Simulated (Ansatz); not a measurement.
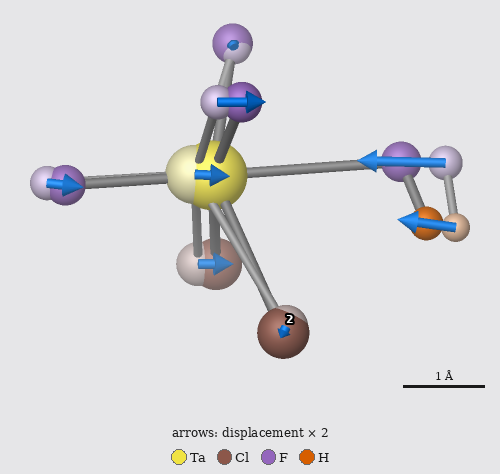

This is a relaxation of TaHCl$_{2}$F$_{4}$. The starting structure is drawn faded, the final one solid; blue arrows show the displacements, magnified 2 times. The two geometries are superimposed by the best rigid fit.

The picture is a ball-and-stick view, seen from a free direction.

The run prepares an end point of a later path (reaction) calculation, from a guessed geometry.

Level of theory: RKS B3LYP/def2-SVP in Ansatz. (no spin polarisation; force threshold 0.03 eV/Å; at most 50 steps)

> Which element moves most?

Fluorine: up to 0.55 Å, against 0.37 Å for hydrogen.

> What happened in the run?

An F atom moves most after the best rigid fit: 0.55 Å. Largest moves by element: F 0.55 Å, H 0.37 Å, Cl 0.22 Å, Ta 0.22 Å. Some distances before and after: F–Ta 3.118 → 2.351 Å, H–Ta 3.306 → 2.730 Å, Cl–Ta 2.435 → 2.387 Å, F–H 0.928 → 0.945 Å. New bonds form, among them: F–Ta (3.12 → 2.35 Å). Bond angles that change, for instance: Cl–Ta–F 137.1° → 150.8°, Cl–Ta–F 111.3° → 104.0°, F–Ta–F 111.4° → 105.0°. After 8 accepted moves (10 points after the start) the energy has fallen by 7.85 kcal/mol. Largest force component: 1.2 eV/Å at the start, 0.016 eV/Å at the end. The line search rejected the trial steps at points 7, 9 of the run. Cost: 36 s on 4 threads of Arm Neoverse V1, with other jobs on the host, peak memory 0.33 GiB.

Limits of the set-up: the start holds two separate molecules, 2.6 Å apart at their closest, whose relative position is a soft coordinate and is computed without a dispersion correction.
